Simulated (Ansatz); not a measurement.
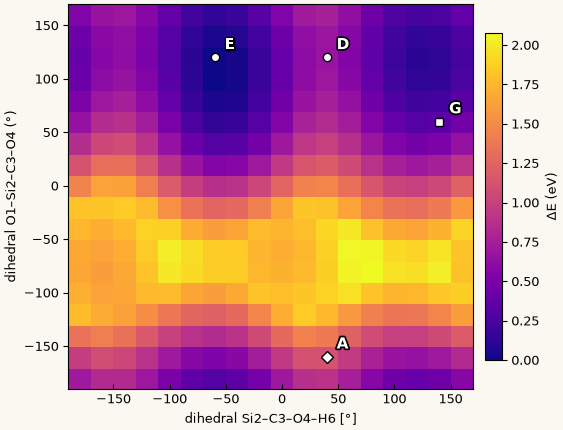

CH₂O₂Si, SMILES O=[Si]=CO. Coordinates scanned: (1) dihedral Si2–C3–O4–H6; (2) dihedral O1–Si2–C3–O4. Nothing is relaxed (all other coordinates rigid). The grid has 18 × 18 points. Energies: eV, counted from the lowest grid point. Energies and slopes of some neighbouring points disagree (a jump in structure or state, or too coarse a mesh). Computed with RKS PBE0-D4/def2-TZVP (Ansatz).

In the figure: one coloured cell a grid point, lettered points.

**Rank the lettered points by energy, lowest first.**

E (0.00 eV), G (0.33 eV), D (0.67 eV), A (1.10 eV).
